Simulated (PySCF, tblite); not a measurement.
**C₄H₁₂SSi₂: geometry, infrared bands and NMR shifts**

What infrared bands and NMR shifts should C₄H₁₂SSi₂ (`C=CCC[SiH2][SiH2]S`) show?

The runs use tblite 0.8.0 and PySCF 2.14.0, with density-fitted response routines of our own; the level of theory stands in each step. All values are computed, except where a source is named. Atoms are numbered from 0 throughout.

## (1) The starting structure

19 atoms, charge 0, multiplicity 1; geometry from: force field or distance geometry start.

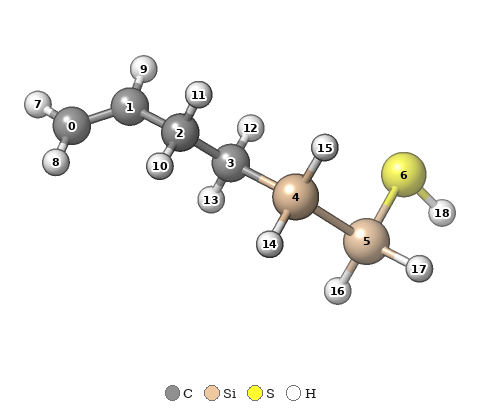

The starting geometry (carbon grey, silicon light orange, sulfur yellow, hydrogen white), atoms numbered; sticks join atoms by distance.

## (2) Relaxing the molecule with GFN2-xTB

Job settings and geometry (Å):

```
{"job": {"kind": "relax", "xc": "GFN2-xTB", "basis": "xTB"}, "charge": 0, "multiplicity": 1}
C     -3.272700     1.676200    -0.655600
C     -2.246900     1.525500     0.164500
C     -1.599100     0.191500     0.489900
C     -0.148600     0.169900     0.016600
Si     0.744300    -1.450600     0.372600
Si     2.899300    -1.301100    -0.430300
S      3.969400     0.316300     0.502200
H     -3.694400     2.668500    -0.832800
H     -3.731800     0.834700    -1.166800
H     -1.828800     2.394800     0.673600
H     -2.175500    -0.621700     0.013200
H     -1.672900     0.028300     1.571700
H      0.399100     0.976300     0.524100
H     -0.101400     0.359500    -1.056100
H      0.020300    -2.554100    -0.308000
H      0.729300    -1.725300     1.840100
H      2.911800    -1.047200    -1.889400
H      3.660000    -2.557700    -0.164800
H      5.128700     0.125400    -0.130300
```

Started as:

```
> OMP_NUM_THREADS=1 python probes_run.py task.json out
```

The driver reads the jobs from task.json and runs them one after another.

The log of the run:

```text
step      E/eV     max force
  0    -581.26216    0.782
  1    -581.29929    0.408
  2    -581.31857    0.360
  3    -581.32363    0.243
  4    -581.32938    0.193
  5    -581.33703    0.151
  6    -581.33944    0.122
  7    -581.34364    0.109
  8    -581.34570    0.111
  9    -581.34748    0.096
 10    -581.34873    0.077
 11    -581.34990    0.067
 12    -581.35078    0.069
 13    -581.35143    0.063
 14    -581.35184    0.048
 15    -581.35212    0.036
 16    -581.35231    0.034
 17    -581.35245    0.032
 18    -581.35258    0.030
 19    -581.35273    0.031
 20    -581.35291    0.029
 21    -581.35308    0.029
 22    -581.35320    0.031
 23    -581.35330    0.028
 24    -581.35340    0.021
 25    -581.35349    0.022
 26    -581.35357    0.025
 27    -581.35363    0.026
 28    -581.35369    0.022
 29    -581.35374    0.021
 30    -581.35379    0.016
 31    -581.35384    0.019
 32    -581.35390    0.028
 33    -581.35395    0.024
 34    -581.35398    0.012
 35    -581.35400    0.009
```

Run time: 0.53 s. Hardware: 1 thread of Arm Neoverse N1, shared host; peak memory 0.18 GiB.

Along the way: (not every step is listed)

| step | energy from step 0 (eV) | largest force (eV/Å) |
| --- | --- | --- |
| 0 | 0.0000 | 0.7824 |
| 1 | -0.0371 | 0.4083 |
| 2 | -0.0564 | 0.3605 |
| 3 | -0.0615 | 0.2428 |
| 4 | -0.0672 | 0.1932 |
| 5 | -0.0749 | 0.1509 |
| 6 | -0.0773 | 0.1222 |
| 7 | -0.0815 | 0.1085 |
| 8 | -0.0835 | 0.1109 |
| 10 | -0.0866 | 0.0770 |
| 12 | -0.0886 | 0.0692 |
| 14 | -0.0897 | 0.0485 |
| 16 | -0.0901 | 0.0339 |
| 18 | -0.0904 | 0.0300 |
| 20 | -0.0907 | 0.0288 |
| 22 | -0.0910 | 0.0306 |
| 24 | -0.0912 | 0.0211 |
| 26 | -0.0914 | 0.0254 |
| 28 | -0.0915 | 0.0221 |
| 30 | -0.0916 | 0.0162 |
| 31 | -0.0917 | 0.0190 |
| 32 | -0.0917 | 0.0282 |
| 33 | -0.0918 | 0.0245 |
| 34 | -0.0918 | 0.0124 |
| 35 | -0.0918 | 0.0088 |

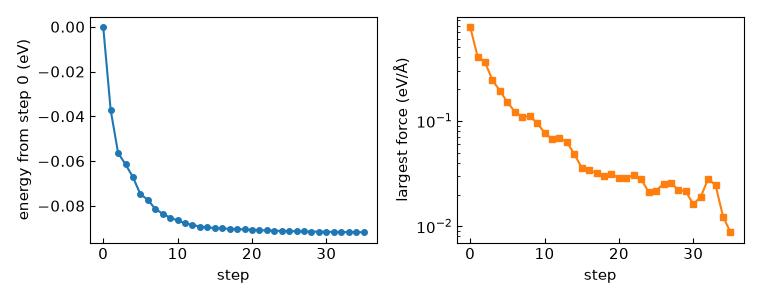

Energy and force, step by step.

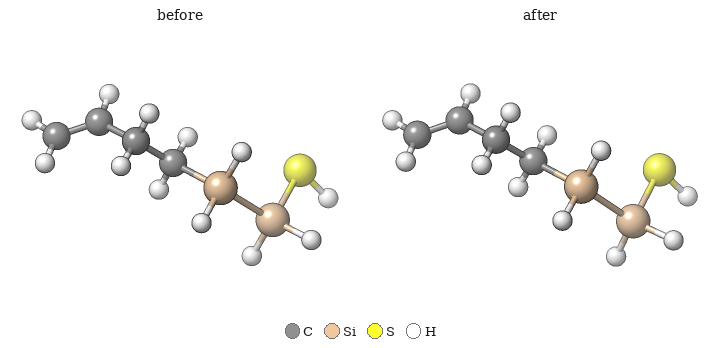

Before and after, at one scale.

Close pairs (by a distance rule), those that changed most:

| bond | before (Å) | after (Å) | change (Å) |
| --- | --- | --- | --- |
| Si5–H17 | 1.493 | 1.463 | -0.029 |
| Si4–H15 | 1.493 | 1.469 | -0.024 |
| C1–C2 | 1.518 | 1.495 | -0.023 |
| C3–Si4 | 1.884 | 1.905 | +0.020 |
| Si5–H16 | 1.481 | 1.465 | -0.016 |
| C0–H7 | 1.093 | 1.077 | -0.016 |
| Si4–H14 | 1.485 | 1.469 | -0.015 |
| Si5–S6 | 2.152 | 2.166 | +0.014 |

The final coordinates are the input of the step that follows.

## (3) Infrared spectrum with GFN2-xTB

Job settings and geometry (Å):

```
{"job": {"kind": "ir", "xc": "GFN2-xTB", "basis": "xTB"}, "charge": 0, "multiplicity": 1}
C     -3.272345     1.676982    -0.647719
C     -2.261610     1.513618     0.184716
C     -1.617039     0.200280     0.493221
C     -0.157912     0.195918     0.027686
Si     0.743360    -1.444126     0.381726
Si     2.889543    -1.370551    -0.469411
S      3.915415     0.270536     0.502228
H     -3.692385     2.646697    -0.854955
H     -3.728371     0.841158    -1.153659
H     -1.815983     2.369291     0.676743
H     -2.164158    -0.607862     0.003697
H     -1.650020     0.025321     1.572188
H      0.372585     1.016271     0.517493
H     -0.134414     0.411182    -1.043735
H      0.014941    -2.545151    -0.263700
H      0.703653    -1.695671     1.828389
H      3.027409    -1.082739    -1.899308
H      3.739620    -2.533273    -0.211214
H      5.077906     0.121370    -0.109941
```

The log of the run:

```text
mode    cm-1     km/mol
  1       4.7      2.80
  2      38.6      0.31
  3      58.4      0.93
  4      73.4      0.45
  5      94.8      0.06
  6     119.5      3.48
  7     140.6     26.82
  8     205.0      4.12
  9     290.6      3.10
 10     368.3     44.75
 11     405.8     36.08
 12     428.2      5.95
 13     443.9     11.95
 14     520.9     16.32
 15     554.4      4.58
 16     580.7     17.31
 17     622.9      6.90
 18     646.5    634.75
 19     668.3    228.44
 20     718.5    124.01
 21     733.7     37.45
 22     772.2      7.32
 23     794.6    212.65
 24     822.4    177.65
 25     893.2     10.30
 26     911.2      8.24
 27     952.2      8.63
 28    1023.7     14.62
 29    1058.1     29.07
 30    1067.0      3.88
 31    1179.7      9.98
 32    1224.3      9.30
 33    1263.4      0.67
 34    1290.3      8.05
 35    1329.9      1.35
 36    1417.1      2.69
 37    1476.4      1.07
 38    1482.4      0.04
 39    1719.4     15.52
 40    2199.9    328.32
 41    2207.1     75.31
 42    2226.8    511.28
 43    2251.5    159.92
 44    2479.6     91.92
 45    2947.1      2.50
 46    2957.0     65.86
 47    2968.4     27.86
 48    2981.5     39.92
 49    3049.7     39.26
 50    3094.8     26.94
 51    3121.5     59.01
```

It took 1.5 s on 1 thread of Arm Neoverse N1, shared host; peak memory 0.18 GiB.

Which atoms move in the most intense modes:

| cm⁻¹ | km/mol | atoms |
| --- | --- | --- |
| 646 | 634.8 | H16 26 %, H17 24 %, H18 23 %, H14 14 % |
| 668 | 228.4 | H18 46 %, H15 23 %, H14 20 % |
| 718 | 124.0 | H18 22 %, H16 21 %, H17 18 %, H15 12 % |
| 795 | 212.7 | H15 35 %, H14 34 %, H16 11 %, H17 10 % |
| 822 | 177.7 | H16 38 %, H17 37 % |
| 2200 | 328.3 | H14 61 %, H15 31 % |
| 2227 | 511.3 | H16 58 %, H17 22 %, H15 16 % |
| 2252 | 159.9 | H17 73 %, H16 25 % |

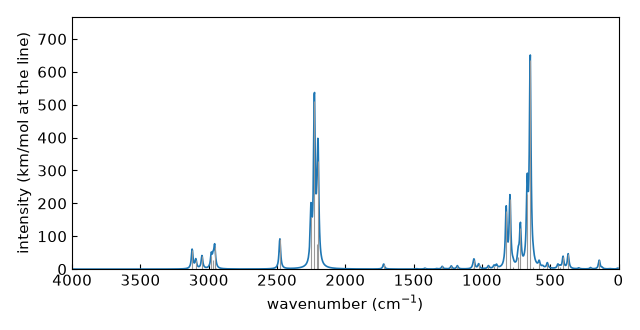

The infrared spectrum from these modes, unscaled. Lines are broadened to a width of 14 cm⁻¹ (Lorentzian).

## (4) NMR shieldings: PBE0/pcSseg-1

Settings changed since step 3:

```diff
@@ -1,2 +1,2 @@
-{"job": {"kind": "ir", "xc": "GFN2-xTB", "basis": "xTB"}, "charge": 0, "multiplicity": 1}
+{"job": {"kind": "nmr", "xc": "PBE0", "basis": "pcSseg-1"}, "charge": 0, "multiplicity": 1}
 C     -3.272345     1.676982    -0.647719
```

Method: GIAO PBE0/pcSseg-1 NMR shielding, non-relativistic, gas phase.

The log of the run:

```text
coarse grid: 16656 points
cycle   1  E = -1136.0873997456  dE =  4.100e-01  |g| = 4.220e-01  |ddm| = 3.821e+00
cycle   2  E = -1136.0774693513  dE =  9.930e-03  |g| = 4.695e-01  |ddm| = 9.394e-01
cycle   3  E = -1136.1384367464  dE = -6.097e-02  |g| = 4.671e-02  |ddm| = 5.452e-01
cycle   4  E = -1136.1387983596  dE = -3.616e-04  |g| = 3.031e-02  |ddm| = 7.407e-02
cycle   5  E = -1136.1390270614  dE = -2.287e-04  |g| = 7.442e-03  |ddm| = 2.907e-02
cycle   6  E = -1136.1390396980  dE = -1.264e-05  |g| = 2.856e-03  |ddm| = 7.980e-03
cycle   7  E = -1136.1390416745  dE = -1.977e-06  |g| = 3.703e-04  |ddm| = 2.403e-03
final grid: 144896 points
cycle   8  E = -1136.1817928268  dE = -3.196e-05  |g| = 7.592e-03  |ddm| = 2.645e-02
cycle   9  E = -1136.1817878794  dE =  4.947e-06  |g| = 8.659e-03  |ddm| = 1.586e-02
cycle  10  E = -1136.1818074943  dE = -1.961e-05  |g| = 1.104e-03  |ddm| = 8.797e-03
cycle  11  E = -1136.1818077904  dE = -2.960e-07  |g| = 2.573e-04  |ddm| = 1.089e-03
cycle  12  E = -1136.1818078059  dE = -1.556e-08  |g| = 8.014e-05  |ddm| = 2.512e-04
cycle  13  E = -1136.1818078074  dE = -1.521e-09  |g| = 1.928e-05  |ddm| = 8.102e-05
cycle  14  E = -1136.1818078075  dE = -9.550e-11  |g| = 3.922e-06  |ddm| = 2.356e-05
converged SCF energy = -1136.1818078075

GIAO shielding tensors (ppm)
atom      isotropic    diamagn.    paramagn.     s11        s22        s33       span
  0 C       66.687     252.095    -185.408    -43.373     86.310    157.123    200.496
  1 C       36.513     255.675    -219.162    -87.926     45.482    151.981    239.907
  2 C      148.789     247.455     -98.667    134.117    144.010    168.238     34.121
  3 C      173.967     256.209     -82.242    159.247    171.682    190.971     31.724
  4 Si     421.429     881.405    -459.976    392.188    398.846    473.253     81.065
  5 Si     410.228     878.852    -468.624    386.681    391.642    452.361     65.680
  6 S      794.274    1057.590    -263.315    670.578    719.157    993.088    322.510
  7 H       26.467      27.452      -0.984     23.585     25.306     30.511      6.927
  8 H       26.333      30.849      -4.516     22.841     25.546     30.613      7.772
  9 H       25.502      30.846      -5.344     22.624     24.764     29.119      6.496
 10 H       29.716      32.964      -3.248     25.170     29.830     34.148      8.978
 11 H       29.444      31.200      -1.756     24.924     29.445     33.963      9.038
 12 H       30.633      34.684      -4.051     24.772     31.508     35.620     10.848
 13 H       31.085      34.967      -3.882     25.867     31.552     35.838      9.971
 14 H       27.839      30.001      -2.162     24.000     26.481     33.035      9.035
 15 H       27.756      29.702      -1.945     24.436     26.160     32.673      8.238
 16 H       26.830      29.467      -2.637     22.951     25.121     32.418      9.467
 17 H       26.870      28.108      -1.239     22.257     25.365     32.988     10.732
 18 H       31.768      28.487       3.280     22.781     27.488     45.034     22.252
```

Wall time 80 s (1 thread of Arm Neoverse N1, shared host); peak memory 0.9 GiB.

The references, computed at this level on geometries of the same kind, shield at (ppm): 1H TMS 31.72, 13C TMS 186.9, 29Si TMS 349.2, 33S CS2 504. Their shielding less the atom's gives the shift. The references are single molecules in the gas phase. Atoms listed in one row are averaged.

| atoms | environment | σ (ppm) | δ (ppm) | δ scaled to CDCl3 |
| --- | --- | --- | --- | --- |
| C1 | alkene CH | 36.5 | 150.4 | 144.9 |
| C0 | terminal =CH2 carbon | 66.7 | 120.2 | 115.4 |
| C2 | allylic sp3 CH2 | 148.8 | 38.1 | 35.3 |
| C3 | sp3 CH2 bonded to Si | 174.0 | 13.0 | 10.7 |
| H9 | hydrogen on an alkene CH | 25.50 | 6.21 | 5.96 |
| H8 | hydrogen on a terminal =CH2 carbon | 26.33 | 5.38 | 5.18 |
| H7 | hydrogen on a terminal =CH2 carbon | 26.47 | 5.25 | 5.05 |
| H16, H17 | hydrogen on a silicon bonded to S, Si | 26.85 | 4.87 | – |
| H14, H15 | hydrogen on a silicon bonded to C, Si | 27.80 | 3.92 | – |
| H10, H11 | hydrogen on an allylic sp3 CH2 | 29.58 | 2.14 | 2.12 |
| H12, H13 | hydrogen on an sp3 CH2 bonded to Si | 30.86 | 0.86 | 0.91 |
| H18 | hydrogen on a sulfur bonded to Si | 31.77 | -0.05 | – |
| Si5 | silicon bonded to S, Si, 2 H | 410.2 | -61.1 | – |
| Si4 | silicon bonded to C, Si, 2 H | 421.4 | -72.3 | – |
| S6 | sulfur bonded to Si, H | 794 | -291 | – |

The scaled column applies a straight-line fit of computed shieldings to shifts measured in CDCl3, with any fitted terms for Cl, Br or S neighbours (root-mean-square error 0.16 ppm for H, 1.9 ppm for C).

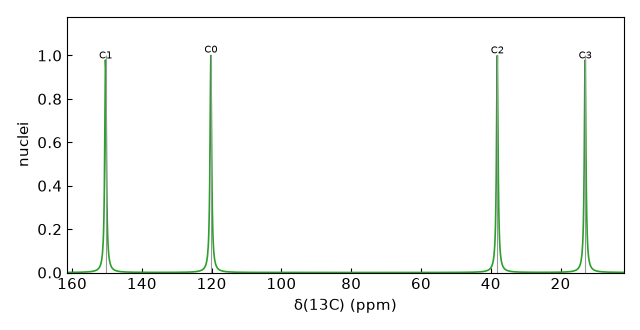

13C lines at the computed shifts, without couplings. Lines are broadened to a width of 0.55 ppm (Lorentzian).

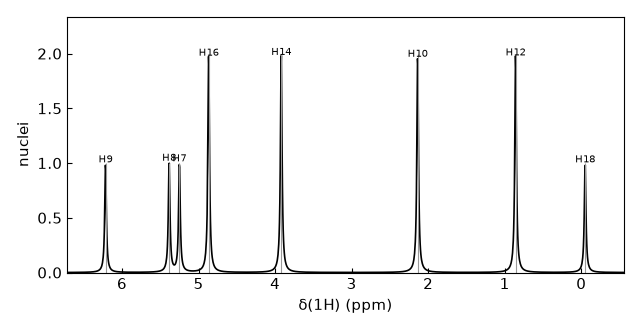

1H lines at the computed shifts, without couplings. Lines are broadened to a width of 0.03 ppm (Lorentzian).

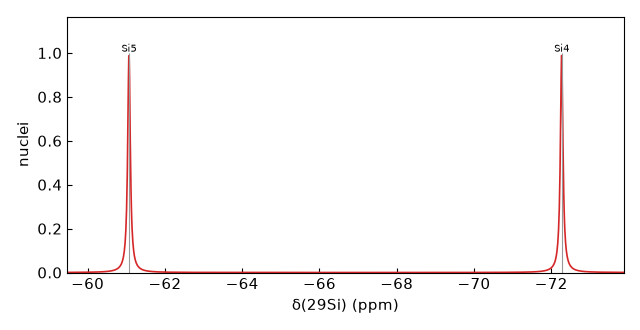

29Si lines at the computed shifts, without couplings. Lines are broadened to a width of 0.08 ppm (Lorentzian).

Charges from the same density, by scheme (e):

| atoms | Mulliken | IAO | Hirshfeld | ESP fit |
| --- | --- | --- | --- | --- |
| C0 | -0.15 | -0.33 | -0.11 | -0.49 |
| C1 | -0.23 | -0.13 | -0.03 | -0.13 |
| C2 | -0.18 | -0.25 | -0.07 | 0.05 |
| C3 | -0.55 | -0.52 | -0.15 | -0.11 |
| Si4 | 0.35 | 0.46 | 0.26 | 0.47 |
| Si5 | 0.26 | 0.39 | 0.22 | 0.08 |
| S6 | -0.40 | -0.34 | -0.16 | -0.45 |

IAO charges:

C0 -0.33; C1 -0.13; C2 -0.25; C3 -0.52; Si4 0.46; Si5 0.39; S6 -0.34; H7 0.15; H8 0.14; H9 0.14; H10 0.13; H11 0.14; H12 0.15; H13 0.15; H14 -0.11; H15 -0.10; H16 -0.11; H17 -0.11; H18 0.10

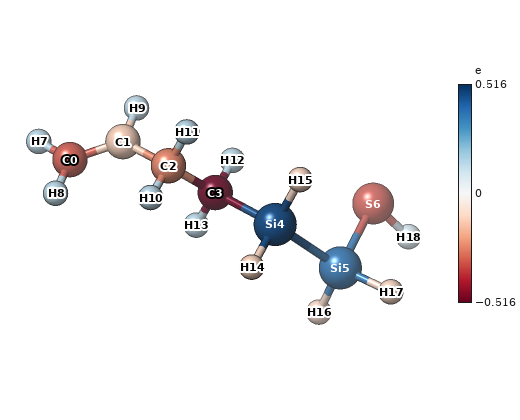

IAO charges, as colours on the atoms.

Mayer bond orders: C0–C1 1.99, C1–C2 1.04, C2–C3 1.01, C3–Si4 0.91, Si4–Si5 0.92, Si5–S6 0.99.

Orbitals, density, ELF and potential are computed afterwards from the orbital file.

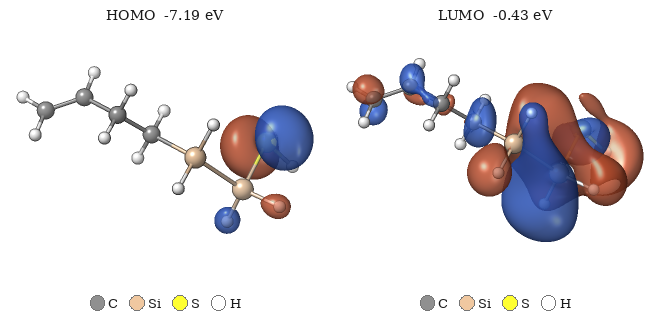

Frontier orbitals at PBE0/pcSseg-1; each surface holds 70 % of the orbital's density, blue and red mark the sign.

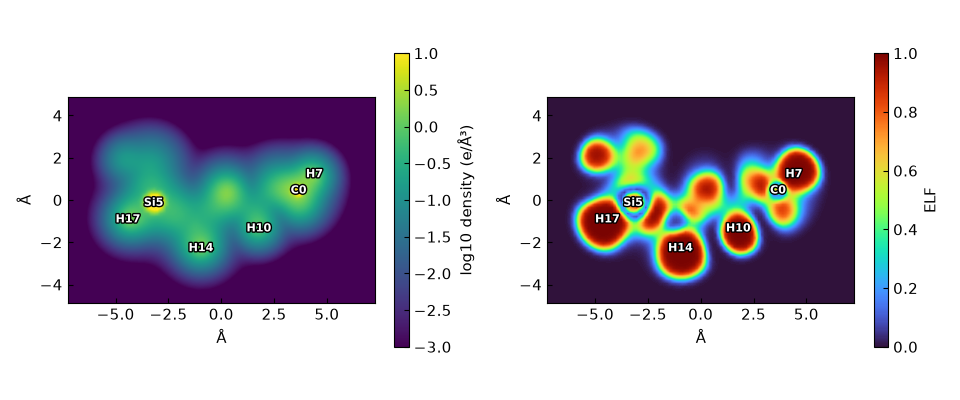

Density (left) and ELF (right) in a plane through or near 6 of the atoms.

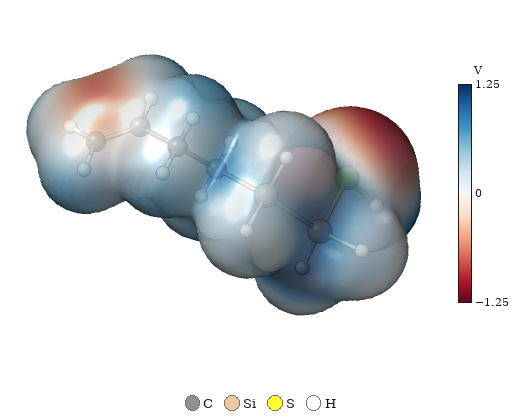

Electrostatic potential on the surface of density 0.002 e/bohr³; red is low, blue high. It runs from -0.98 V near S6 to 1.25 V near H18.

## (5) Results

```
                                                              quantity                                                value
                             strongest single infrared mode (GFN2-xTB)                                 646 cm⁻¹, 635 km/mol
                                          zero-point energy (GFN2-xTB)                                        87.0 kcal/mol
                                13C shifts against TMS (PBE0/pcSseg-1)                         150.4, 120.2, 38.1, 13.0 ppm
1H shifts against TMS (PBE0/pcSseg-1, means over atoms taken as alike)  6.21, 5.38, 5.25, 4.87, 3.92, 2.14, 0.86, -0.05 ppm
                               29Si shifts against TMS (PBE0/pcSseg-1)                                     -61.1, -72.3 ppm
                                33S shifts against CS2 (PBE0/pcSseg-1)                                             -291 ppm
                                 surface potential, least and greatest                                   -0.98 V and 1.25 V
```

In words: The optimisation took 35 steps and gained 0.092 eV; among the close pairs (by a distance rule), Si5–H17 changed most, from 1.493 to 1.463 Å. No mode is imaginary among the 51: a minimum at this level. The strongest single mode, at 646 cm⁻¹, moves mainly H16, H17 and H18. Unscaled tight-binding wavenumbers are off by several per cent, some by more. Its intensities can rank the bands wrongly. C1 (alkene CH) lies farthest downfield among carbon, at 150.4 ppm; an sp2 carbon of a C=C bond. H9 (hydrogen on an alkene CH) lies farthest downfield among hydrogen, at 6.21 ppm; a vinylic proton, deshielded by the sp2 carbon and the C=C anisotropy. At PBE0/pcSseg-1: The largest span, 323 ppm, is at S6, where the paramagnetic term is -263 ppm. By nearest atom (PBE0/pcSseg-1), the HOMO sits on S6 77 %; H18 9 % and the LUMO on Si5 21 %; S6 13 %.
